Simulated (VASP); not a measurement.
Band structure of V (bcc). Computed with MS2 meta-GGA, VASP's PBE PAW potentials (set 64) (plane waves; VASP).

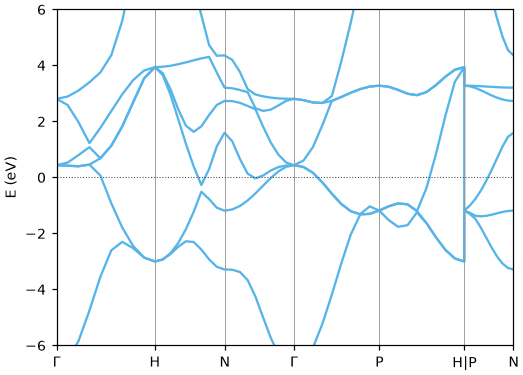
Bands along high-symmetry lines, zero at the valence-band maximum or, without a gap, the Fermi level

**Question.** Read the plot: is there a gap, and where are the band edges?

**Answer.** It has no gap at this level: it comes out as a metal or semimetal.

The compound is V in the bcc structure. It was relaxed first, which changed the volume by -5 %. The run is not spin-polarised, so no magnetic state was tried.
